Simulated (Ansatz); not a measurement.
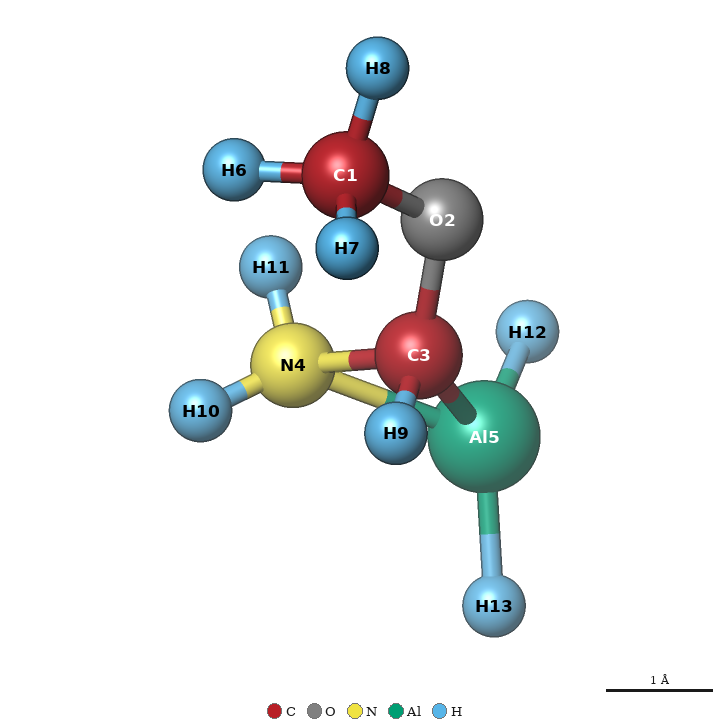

Orthographic view. Atoms fade into the background with distance from the viewer. The geometry was computed by an optimisation with PBE-D4/def2-SVP. No frequency run is at hand to confirm it as a minimum.

Write the connection table.

C1: O2, H6, H7, H8
O2: C1, C3
C3: O2, N4, Al5, H9
N4: C3, Al5, H10, H11
Al5: C3, N4, H12, H13
(terminal hydrogens appear only as neighbours)
